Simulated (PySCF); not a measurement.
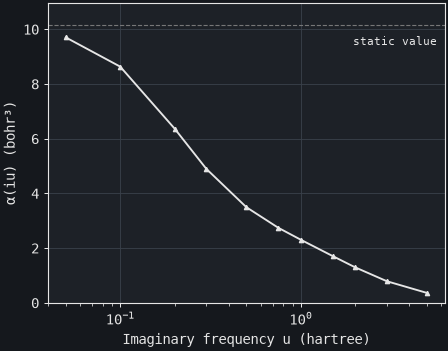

Fig. 1: Dipole polarisability at imaginary frequency of Cr⁺ ([Ar] 3d⁵). Coupled response at the wB97X-V level; PySCF, def2-TZVPPD, non-relativistic, unrestricted single determinants, no spin-orbit coupling. The static dipole polarisability is 10.1 bohr³; α(iu) falls to half of it near u = 0.29 hartree. The Casimir–Polder integral gives C₆ = 29.0 hartree bohr⁶ for two such species.

Atomic calculation, with input and output: Cr⁺

System: Cr⁺, configuration 1s2 2s2 2p6 3s2 3p6 3d5, multiplicity 6.
Method: unrestricted wB97X-V, def2-TZVPPD, non-relativistic, point nucleus (PySCF).

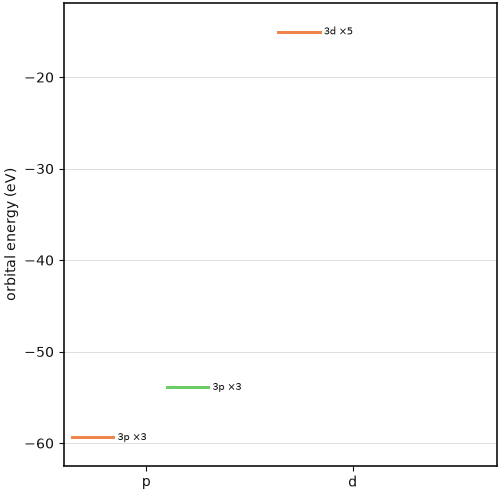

Fig. 2: Orbital energies of the mean field, from the top down to −59.4 eV, by angular momentum, α spin at the left of each column and β at the right; ×n counts the orbitals under one label. The highest filled orbital is 3d α at −15.0 eV, the lowest empty one s α at −6.65 eV.

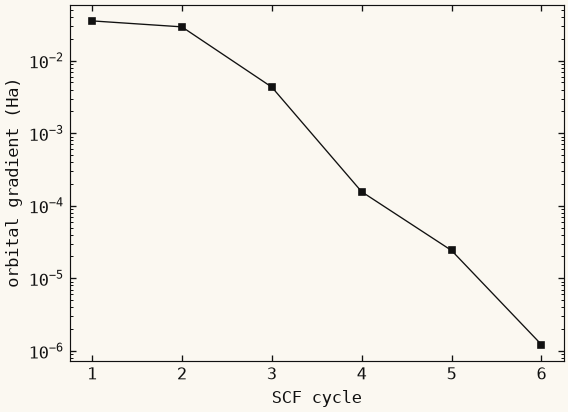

Fig. 3: Convergence: orbital gradient against the SCF cycle. The residual falls at every step. It goes from 0.035 to 1.2×10⁻⁶ in 6 steps.

These pictures come from the run below.

**Input file**
```python
from pyscf import gto, scf, dft, mp, cc
import basis_set_exchange as bse
mol = gto.M(atom="Cr 0 0 0", charge=1, spin=5, symmetry="D2h",
            basis=gto.basis.parse(bse.get_basis("def2-TZVPPD", elements=["Cr"], fmt="nwchem")))
mf = dft.UKS(mol, xc="WB97X_V")
mf.irrep_nelec = {'Ag': (5, 3), 'B1g': (1, 0), 'B2g': (1, 0), 'B3g': (1, 0), 'B1u': (2, 2), 'B2u': (2, 2), 'B3u': (2, 2)}
mf.kernel()
```

The script is an equivalent of what the driver set up; the driver started from orbitals of its own, so the log can be shorter than this script's would be, and it computed the properties (radii, ⟨L²⟩, response) afterwards. It held the occupations shell by shell, which the script's counts by irreducible representation don't always enforce.

**Output (extracts)**
```
damping factor = 0
level_shift factor = 0
DIIS = <class 'pyscf.scf.diis.CDIIS'>
diis_start_cycle = 1
diis_space = 10
diis_damp = 0
SCF conv_tol = 1e-09
SCF conv_tol_grad = None
number electrons alpha = 14  beta = 9
XC functionals = WB97X_V
    N. Mardirossian and M. Head-Gordon.,  Phys. Chem. Chem. Phys. 16, 9904-9924 (2014)
NLC functional = WB97X_V
cycle= 1 E= -1044.03458575298  delta_E= -0.00544  |g|= 0.0353  |ddm|= 0.102
cycle= 2 E= -1044.03467294404  delta_E= -8.72e-05  |g|= 0.0292  |ddm|= 0.0294
cycle= 3 E= -1044.0348743057  delta_E= -0.000201  |g|= 0.00432  |ddm|= 0.0149
cycle= 4 E= -1044.03487909242  delta_E= -4.79e-06  |g|= 0.000156  |ddm|= 0.00254
cycle= 5 E= -1044.03487911612  delta_E= -2.37e-08  |g|= 2.42e-05  |ddm|= 0.000287
cycle= 6 E= -1044.03487911659  delta_E= -4.68e-10  |g|= 1.22e-06  |ddm|= 4.18e-05
converged SCF energy = -1044.03487911659  <S^2> = 8.7501739  2S+1 = 6.000058
```

**Key numbers**

| quantity | value |
| --- | --- |
| outcome | converged |
| total energy | −1044.0349 hartree |
| kinetic energy | 1042.5081 hartree |
| ⟨S²⟩ | 8.750 |
| static polarisability | 10.1 bohr³ |
| C₆ of the like pair | 29.0 hartree bohr⁶ |
| SCF iterations | 6 |
| hardware | 1 CPU thread, shared host |
| CPU time | 9.7 s (integrals apart) |
